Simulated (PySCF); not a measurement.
B(H)3, SMILES B (H3B) at its PBE0/def2-SVP optimised geometry (Å):

```
4

B     -0.3016     0.0000     0.0000
H     -0.9049    -1.0449    -0.0024
H     -0.9049     1.0449     0.0000
H      0.9049     0.0000     0.0000
```

Calculation: PBE0/def2-TZVP run with PySCF 2.14.0.

Map of the electrostatic potential (hartree/e), clipped to [-0.08, 0.12] on the plane z = 0.6 Å:

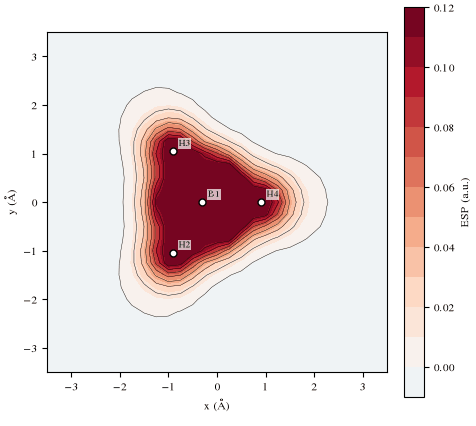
Fig. 1. Electrostatic potential (hartree/e), clipped to [-0.08, 0.12] on the plane z = 0.6 Å.
